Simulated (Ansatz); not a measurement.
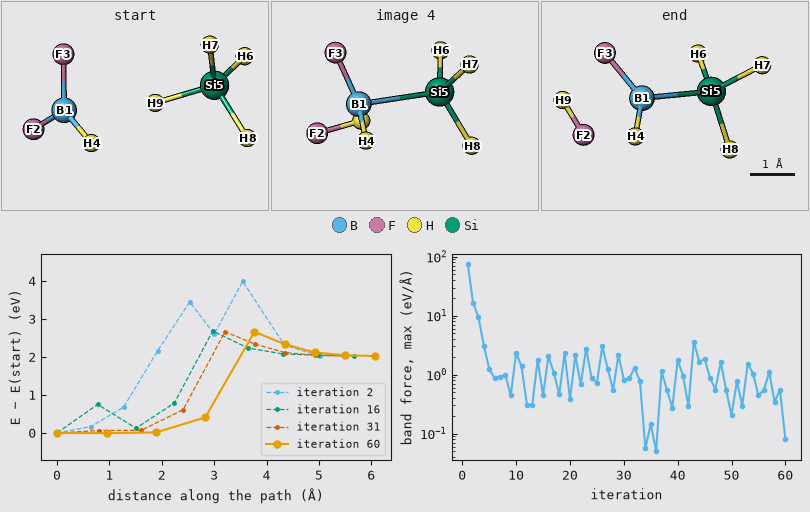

A search for the minimum-energy path of BSiH5F2, made up at the start of BHF$_{2}$ and SiH$_{4}$ by the nudged elastic band. Images are numbered from 0 (start) to 8 (end). The plot follows the band through its iterations. The picture is a ball-and-stick view, seen at a tilt.

Computed with RKS PBE0-D4/6-31G* in Ansatz. Run with 7 movable images; climbing image; force threshold 0.03 eV/Å; iteration limit 60; starting path through a guess of the saddle point.

How did the profile develop, and is the result final?

The result isn't final. The band hadn't converged when the run stopped after 60 iterations. The largest component of the band force went from 77 to 0.081 eV/Å. The barrier read from it is provisional, though the highest image hardly moved in the last two iterations. The first iteration put the highest image at 13.71 eV. Forward barrier 2.66 eV, backward barrier 0.64 eV, with image 4 at the top; the reaction energy is +2.03 eV. Image 1 lies below both ends, at 0.00 eV, which may mean an intermediate minimum or an end that is no minimum.

Limits of the set-up: the start holds two separate molecules, 2.8 Å apart at their closest, whose relative position is a soft coordinate.

The run took 9.9 min on 2 threads of Arm Neoverse V1 (shared host), peak memory 0.18 GiB.
